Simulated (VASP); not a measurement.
Band structure of Tb (hcp). Calculation: r2SCAN+rVV10, VASP's PBE PAW potentials (set 64) (plane waves; VASP 6.6.1).

The 4f electrons are frozen in the core of the lanthanide potential, so 4f levels, which can set the real gap, and their magnetism are missing.

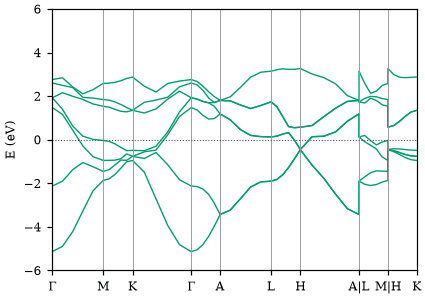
Fig. 1. Bands along high-symmetry lines, zero at the valence-band maximum or, without a gap, the Fermi level

### Question
Read the plot: is there a gap, and where are the band edges?

### Answer
It has no gap at this level: it comes out as a metal or semimetal.

The compound is Tb in the hcp structure. It was relaxed first.
